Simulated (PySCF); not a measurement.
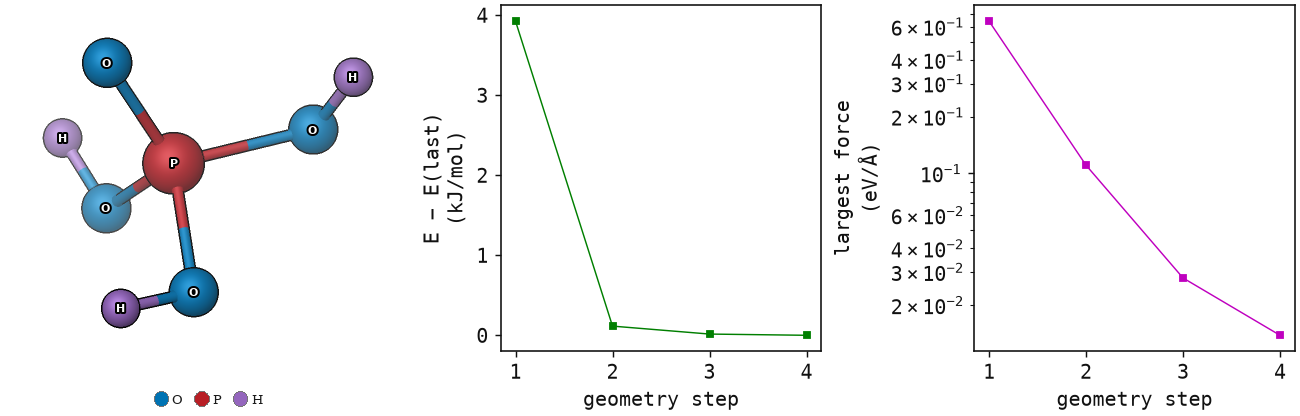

Beside the plot: the molecule at the start.

History of a geometry optimisation. The run: H3O4P (SMILES O=P(O)(O)O), by PBE0-D3(BJ)/def2-SVP, geometry optimisation in PySCF 2.14.0, density fitting.

The optimisation met its thresholds at geometry 4, counting the start as the first. The energy fell by about 3.9 kJ/mol from the first step to the last. The largest force goes from about 0.64 eV/Å at the start to 0.014 eV/Å at the end.
